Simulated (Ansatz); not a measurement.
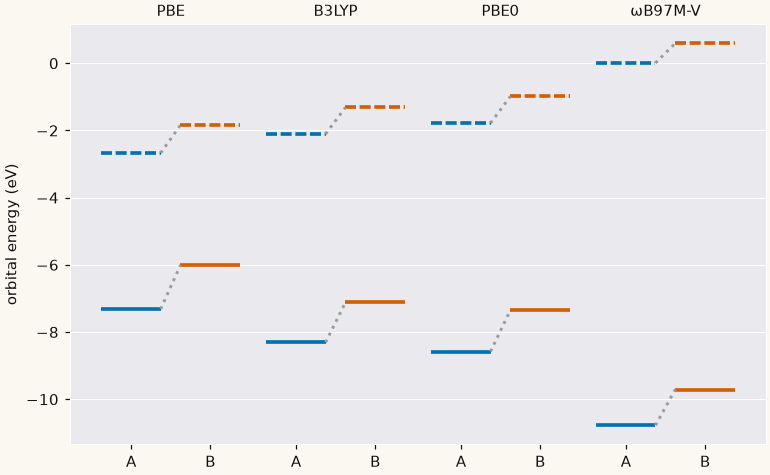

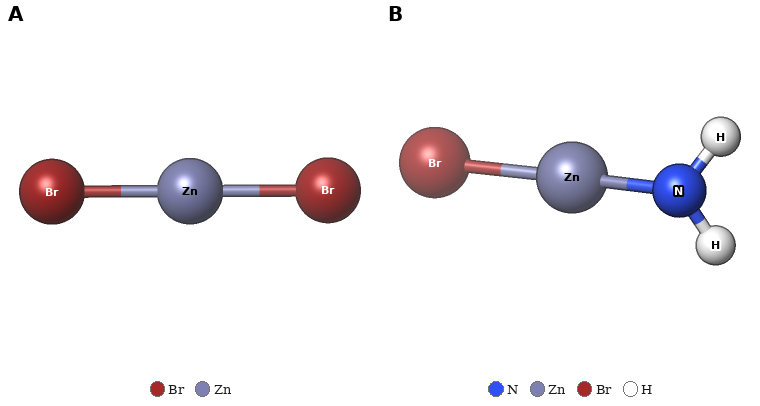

One change: A, ZnBr₂ (SMILES [Br][Zn][Br]), becomes B, ZnNH₂Br (SMILES [NH2][Zn][Br]). Br on Zn is replaced by NH₂. HOMO (solid) and LUMO (dashed) computed in def2-TZVPP at PBE0-D4/def2-TZVP geometries, both minima by their frequencies, gas phase, the Ansatz code 0.2.0. Empty levels above zero depend strongly on the basis.

What does the change do to HOMO and LUMO?

Answer. PBE: the HOMO rises by 1.31 eV, the LUMO rises by 0.83 eV, and the separation goes from 4.64 to 4.16 eV. B3LYP: the HOMO rises by 1.19 eV, the LUMO rises by 0.79 eV, and the separation goes from 6.20 to 5.80 eV. PBE0: the HOMO rises by 1.23 eV, the LUMO rises by 0.80 eV, and the separation goes from 6.80 to 6.37 eV. ωB97M-V: the HOMO rises by 1.07 eV, the LUMO rises by 0.59 eV, and the separation goes from 10.78 to 10.31 eV.

Do the functionals agree on the effect?

Answer. They agree on the direction for both levels; the HOMO shift lies between 1.07 and 1.31 eV and the LUMO shift between 0.59 and 0.83 eV, while the separations themselves differ by up to 6.1 eV between functionals.
